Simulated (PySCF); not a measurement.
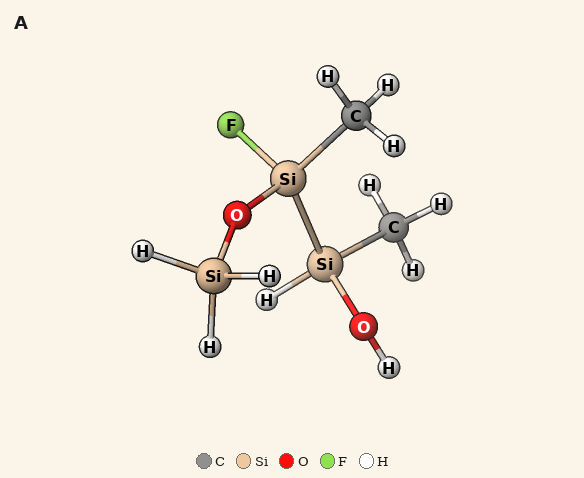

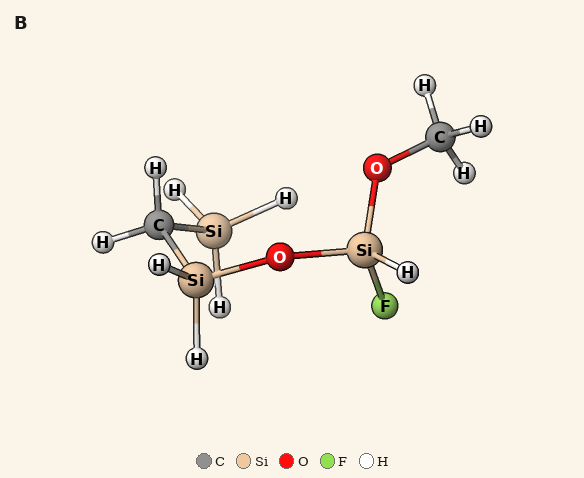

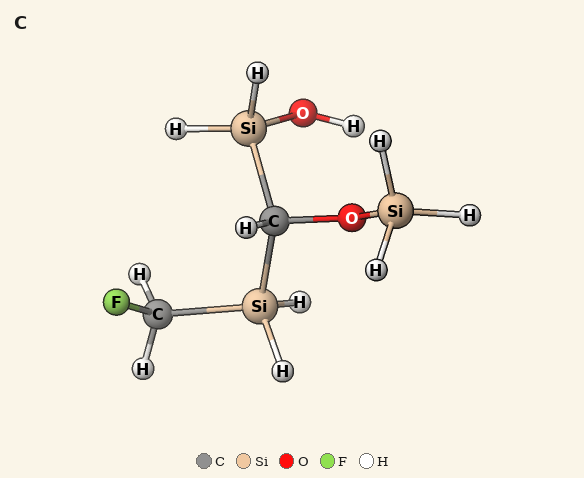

3 stationary structures of one formula. Geometries: GFN2-xTB. Electronic energies: PBE0/pcSseg-1 (PySCF 2.14.0), without zero-point energy. No frequency run is at hand to confirm each as a minimum. Each is one conformer, not always the lowest.

Question: How are they related?

Answer: They are constitutional isomers of C2H11FO2Si3: A `C[Si@@H](O)[Si@@](C)(F)O[SiH3]`, B `CO[Si@H](F)O[SiH2]C[SiH3]`, C `O[SiH2][C@H](O[SiH3])[SiH2]CF`.

Question: Which is lowest in energy, and by how much?

Answer: A is lowest; B lies 9.2 kcal/mol above it, C lies 107.2 kcal/mol above it.

The geometry is semi-empirical. Around Si such bond lengths and angles can be off by a tenth of an ångström or more and by several degrees, and values that hang on the shape move with them.
